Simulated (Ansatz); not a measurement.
Cl2Cu2 ((CuCl)2 ring)

The calculation's input:

```
crystal:
  periodic: [false, false, false]
  atoms:
    - {symbol: Cu, position_ang: [0.381750, 1.072696, -0.044981]}
    - {symbol: Cl, position_ang: [0.744052, -0.189614, 1.796955]}
    - {symbol: Cu, position_ang: [-0.381628, -1.072513, 0.044951]}
    - {symbol: Cl, position_ang: [-0.744174, 0.189431, -1.796924]}
basis:
  gaussian: {orbitals: def2-TZVP, initial_orbitals: start.molden}
hamiltonian: {xc: pbe0, dispersion: d4}
scf: {omitted_lower_state_checks: [starts]}
output: {orbitals: {seedname: orbitals}}
```

Run with:

```sh
ansatz run in.yaml --threads 4 --pin off --events-out ev --progress --plain --max-ram 3916MiB
```

Geometry: r2SCAN-D4/def2-SVP.

Level of theory: Ansatz 0.2.0, RKS PBE0-D4/def2-TZVP.

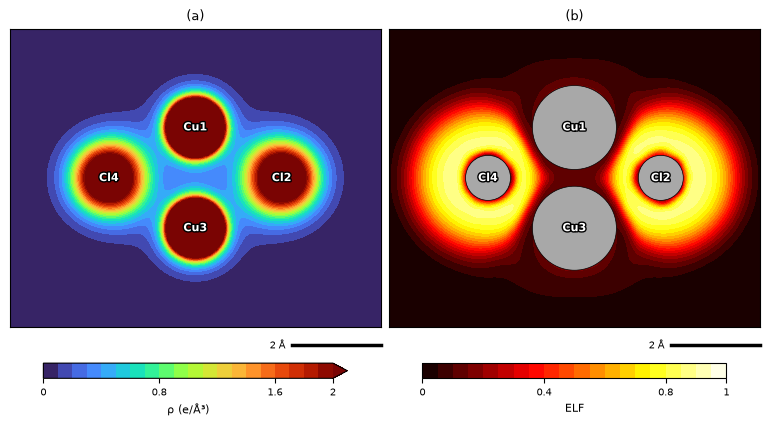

Figure 1. (a) electron density; (b) electron localisation function on the molecular plane. Grey discs cover the atomic cores in the ELF map.

Question: Read the bonding off the picture.

Answer: The plane passes through Cu and Cl nuclei.
Cu–Cl (2.26 Å): the density is about 0.52 e/Å³ at the midpoint; the ELF peaks at about 0.80 in the valence shell of Cl, 0.8 Å from its nucleus, and is about 0.35 at the midpoint.
Cu–Cu (2.28 Å): ρ at the midpoint is about 0.36 e/Å³; the ELF is about 0.10 at the midpoint.

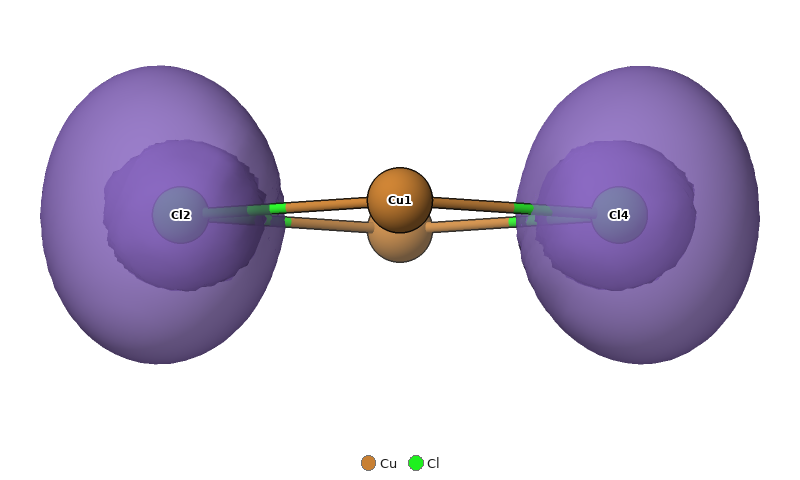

Figure 2. Isosurface of the ELF at 0.75 (purple), seen from one side. Only the valence region is drawn (cores and ρ < 0.01 e/Å³ removed).

Question: Identify the bonds, lone pairs and shells in this picture.

Answer: The ELF exceeds this value in two regions wrapped around Cl (the valence shell of each).

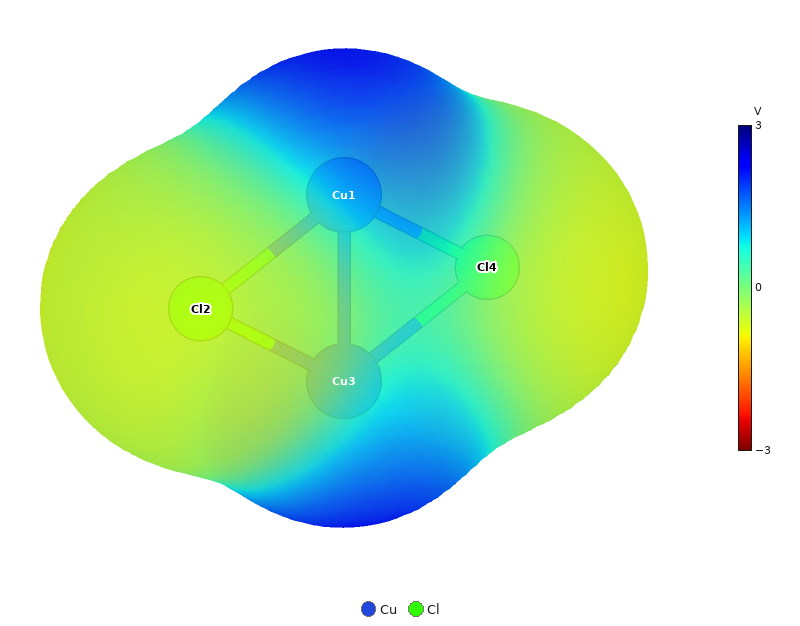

Figure 3. The electrostatic potential painted on the density surface at 0.002 e/bohr³, seen at a tilt; the colour scale runs from red (negative) to blue (positive).

Question: Describe the electrostatic potential map.

Answer: The most negative region (about −0.7 V) lies over Cl2 and Cl4, the most positive (about +2.2 V) over Cu1 and Cu3.

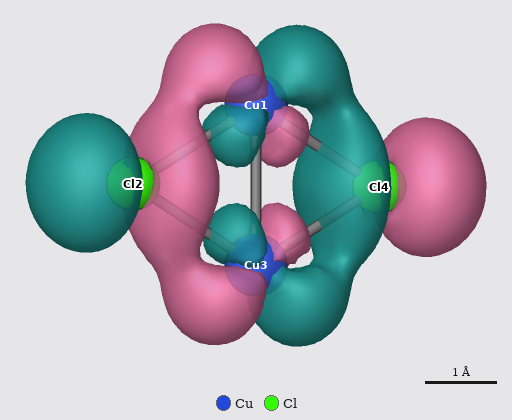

Figure 4. The HOMO−1 at ±0.08 Å⁻³ᐟ² (teal and pink are the two phases), seen at a tilt.

Question: Describe this orbital and give its energy.

Answer: By Hirshfeld shares it lies mainly on Cu1 (about 30 %), Cu3 (about 30 %), Cl2 (about 20 %) and Cl4 (about 20 %); it is symmetric in the molecular plane (an in-plane orbital: σ, lone-pair or in-plane π type); it is ungerade (odd under inversion). Its energy is −7.25 eV.
